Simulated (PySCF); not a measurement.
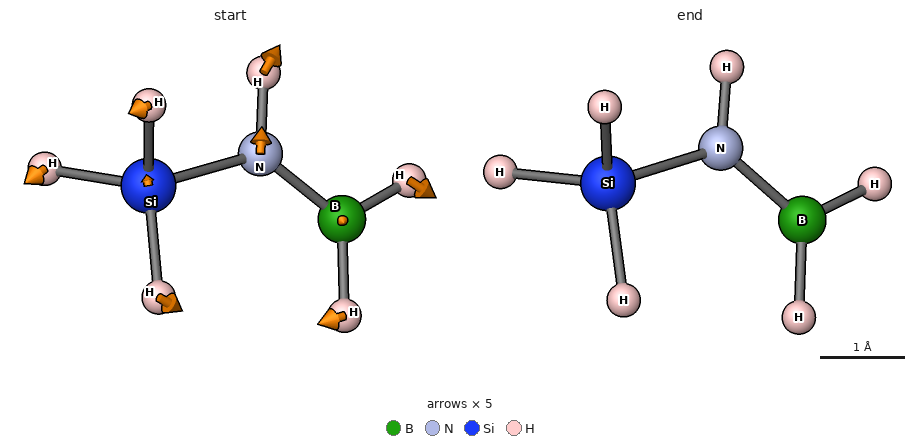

The structure of BSiNH6 before (left) and after (right) a relaxation, at one scale. The orange arrows give the displacements, magnified 5 times.

The picture is a ball-and-stick view, seen at a tilt.

The start comes from GFN2-xTB. Its atoms were then displaced at random by about 0.01 Å.

The calculation used PBE0-D3(BJ)/def2-SVP geometry optimisation, gas phase in PySCF 2.14.0, density-fitted response routines. 

> What changed between the two?

After 4 geometry steps the energy has fallen by 3.27 kcal/mol. The atom that moves furthest after the best rigid fit is an H atom (0.090 Å). Largest moves by element: H 0.090 Å, N 0.071 Å, Si 0.030 Å, B 0.021 Å. Among the contacts that change: B–H 1.149 → 1.210 Å, H–Si 1.433 → 1.487 Å, B–N 1.369 → 1.402 Å, N–Si 1.736 → 1.761 Å. Bond angles that change, for instance: B–N–Si 131.3° → 127.0°, Si–N–H 113.1° → 116.6°, N–Si–H 108.3° → 110.9°. Cost: 5.9 s on 1 thread of Arm Neoverse V2, on a shared host.
